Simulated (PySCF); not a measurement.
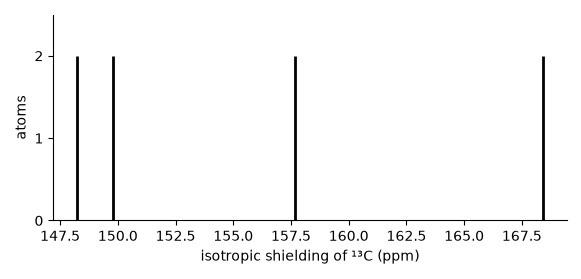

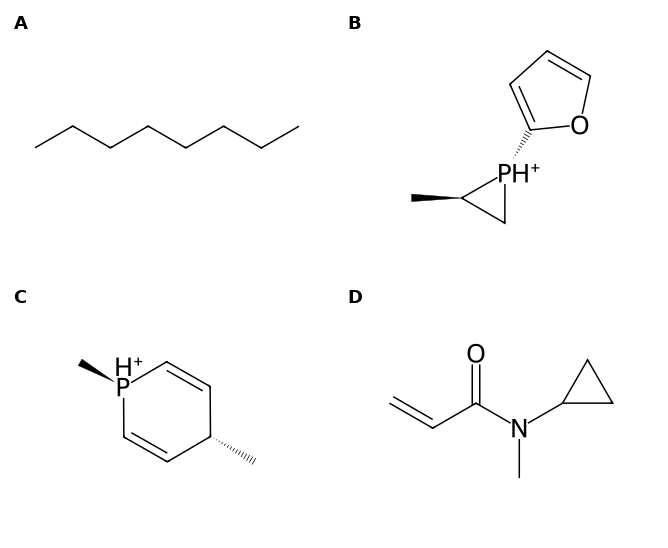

The sticks are computed shieldings of one of the molecules, for one fixed geometry (PBE0-D3(BJ)/def2-SVP) without averaging over rotations. Low shielding means a high chemical shift. Method: GIAO PBE0/pcSseg-1 NMR shielding, non-relativistic, IEF-PCM methanol (PySCF 2.14.0).

Which molecule gives this pattern?

A, `CCCCCCCC`. Its 8 C atoms give lines at 148.2 (2 atoms), 149.8 (2 atoms), 157.7 (2 atoms), 168.4 (2 atoms) ppm.
